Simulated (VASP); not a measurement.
Band structure of SnO₂ (rutile). Computed with LDA (Ceperley-Alder, Perdew-Zunger), VASP's LDA PAW potentials (set 64) (plane waves; VASP).

Unless said otherwise, spin-orbit coupling is left out, though it shifts the bands of the heavy elements here.

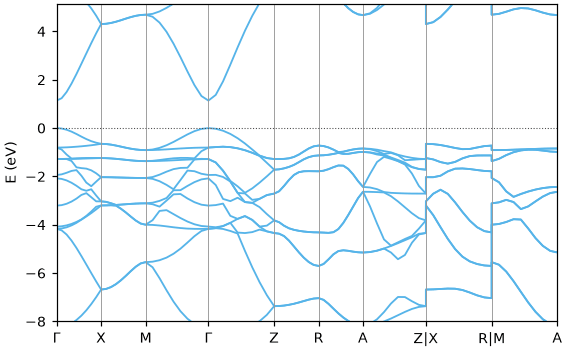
Figure. Bands along high-symmetry lines, zero at the valence-band maximum or, without a gap, the Fermi level

### Question
Read the plot: is there a gap, and where are the band edges?

### Answer
The gap is direct, 1.14 eV, from the valence maximum at Γ to the conduction minimum at Γ. (Edges off the drawn lines would not show.)

The compound is SnO2 in the rutile structure. It was relaxed first.
